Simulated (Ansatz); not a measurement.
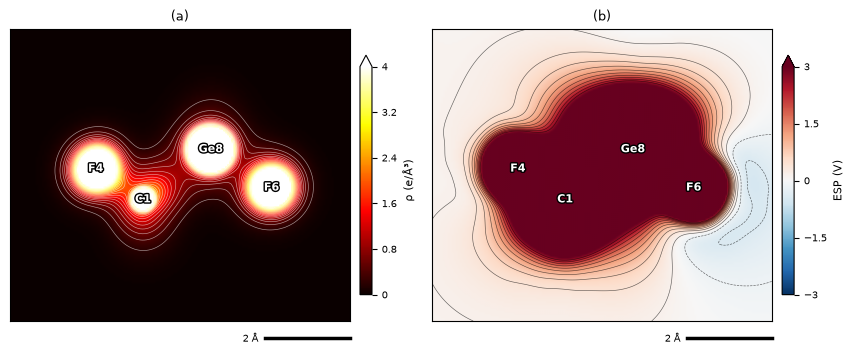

The picture shows: CF6Ge. (a) total electron density; (b) electrostatic potential on the plane of atoms C1, Ge8 and F6.

Geometry: PBE0-D4/def2-SVP.

Computed with Ansatz 0.2.0, isolated molecule in a Gaussian basis; Kohn-Sham density functional theory, functional PBE0.

Input

```
crystal:
  periodic: [false, false, false]
  atoms:
    - symbol: C
      position_ang: [-1.220709, 1.302132, -0.728600]
    - symbol: F
      position_ang: [-1.429930, 2.613090, -0.742683]
    - symbol: F
      position_ang: [-1.750190, 0.773819, -1.825477]
    - symbol: F
      position_ang: [0.087997, 1.078891, -0.736467]
    - symbol: F
      position_ang: [-1.788655, -1.196471, 0.939956]
    - symbol: F
      position_ang: [-3.733290, 0.758651, 0.927426]
    - symbol: F
      position_ang: [-1.387431, 1.156260, 2.321259]
    - symbol: Ge
      position_ang: [-2.045245, 0.492696, 0.889969]
basis:
  gaussian:
    orbitals: def2-SVPD
hamiltonian:
  xc: pbe0
output: {forces: true, orbitals: {seedname: orbitals}}
```

Run with:

```sh
ansatz run input.yaml --threads 2 --pin off --max-ram 6090MiB --events-out events.jsonl --progress --plain --runs-dir runs
```

Describe what can be read from this map.

The plane passes through C, F and Ge nuclei.
C–F (1.33 Å): ρ is about 2.5 e/Å³ halfway.
Ge–F (1.71 Å): the density is about 0.97 e/Å³ at the midpoint.
C–Ge (1.99 Å): the density is about 0.93 e/Å³ at the midpoint.
Outside the dense part of the molecule the potential is most negative (−0.5 V) near F6.
